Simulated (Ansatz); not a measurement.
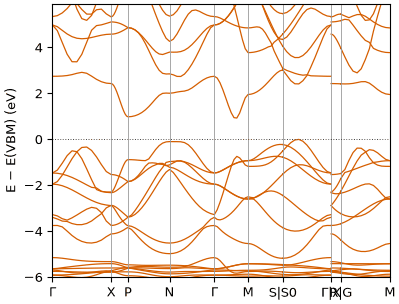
Fig. 1. Band structure from DFT-LDA in the program Ansatz with PAW potentials

### Question
Read off the gap and where the band edges lie.

### Answer
About 0.9 eV (0.90 eV by a search for the band edges); maximum on the S0–Γ line, 31 % of the way from S0, minimum on the Γ–M line, 63 % of the way from Γ.

### Question
Which compound is it?
(A) TiO2, anatase
(B) HgI, I4/mmm (Hg on 4e, I on 4e)
(C) SnS2, I-42d (Sn on 4a, S on 8d)
(D) Cd5TeS4, I-4m2 (Pearson symbol tI20)

### Answer
B, HgI, I4/mmm (Hg on 4e, I on 4e)

The workflow started from a Materials Project entry (that database holds measured and hypothetical structures alike); the Crystallography Open Database files this formula in space group No. 139, but the cells were not matched. Its standing as an ambient phase is unchecked. Symmetry was held in the LDA relaxation; its stability against distortions is not shown here. A crystal of weakly bound molecules computed without a dispersion correction: the cell and the soft elastic constants depend strongly on that. Spin–orbit coupling is left out wherever it is not named.

Potentials: the later of the program's two PAW sets.
